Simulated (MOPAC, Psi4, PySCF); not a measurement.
Approach curve of the dimer CH4 ··· CHN (SMILES C and C#N), singlet. Monomers: optimised at B3LYP-D3(BJ) (def2-TZVP), held rigid. Orientation: a random orientation, not optimised. Only R, the distance of the centres of mass, is varied, so the lowest point isn't the relaxed dimer.

Geometry at R = 4.11 Å (first 5 atoms: monomer A):
```
8

C      0.0000     0.0000     0.0000
H     -0.6076     0.8840    -0.1887
H     -0.4400    -0.8578    -0.5068
H      0.0388    -0.1919     1.0714
H      1.0087     0.1657    -0.3759
C      3.7195     2.2275    -0.8368
N      3.3639     1.2819    -1.3782
H      4.0505     3.1075    -0.3329
```

Computed with: RMP2/3-21G = restricted MP2 (frozen core)/3-21G, no counterpoise correction (PySCF); SAPT0/jun-cc-pVDZ, frozen core (Psi4); HF/aug-cc-pVTZ, counterpoise-corrected (Psi4); BLYP-D3(BJ)/def2-TZVP, counterpoise-corrected (Psi4); AM1, restricted, heats of formation (MOPAC).

Interaction energies in kJ/mol (negative: bound); R is the distance of the centres of mass, d the H5···N7 distance.

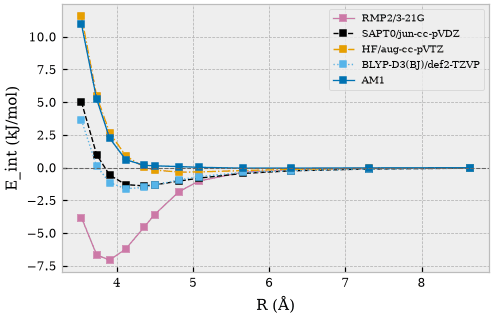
Figure. Interaction energy against separation.

| R / Å | d / Å | RMP2/3-21G | SAPT0/jun-cc-pVDZ | HF/aug-cc-pVTZ | BLYP-D3(BJ)/def2-TZVP | AM1 |
|---|---|---|---|---|---|---|
| 3.53 | 2.22 | -3.82 | 5.01 | 11.56 | 3.62 | 10.94 |
| 3.73 | 2.41 | -6.67 | 0.98 | 5.44 | 0.11 | 5.22 |
| 3.90 | 2.58 | -7.06 | -0.57 | 2.67 | -1.14 | 2.25 |
| 4.11 | 2.79 | -6.23 | -1.29 | 0.91 | -1.61 | 0.61 |
| 4.35 | 3.03 | -4.57 | -1.40 | 0.04 | -1.51 | 0.18 |
| 4.49 | 3.17 | -3.59 | -1.32 | -0.18 | -1.34 | 0.14 |
| 4.81 | 3.49 | -1.84 | -1.03 | -0.34 | -0.94 | 0.08 |
| 5.07 | 3.75 | -1.02 | -0.80 | -0.33 | -0.68 | 0.02 |
| 5.65 | 4.33 | -0.35 | -0.45 | -0.22 | -0.37 | -0.04 |
| 6.28 | 4.96 | -0.17 | -0.24 | -0.13 | -0.23 | -0.04 |
| 7.30 | 5.98 | -0.07 | -0.10 | -0.06 | -0.11 | -0.02 |
| 8.63 | 7.30 | -0.03 | -0.04 | -0.03 | -0.04 | -0.01 |

Lowest grid point: RMP2/3-21G -7.06 kJ/mol at R = 3.90 Å; SAPT0/jun-cc-pVDZ -1.40 kJ/mol at R = 4.35 Å; HF/aug-cc-pVTZ -0.34 kJ/mol at R = 4.81 Å; BLYP-D3(BJ)/def2-TZVP -1.61 kJ/mol at R = 4.11 Å; AM1 -0.04 kJ/mol at R = 5.65 Å.
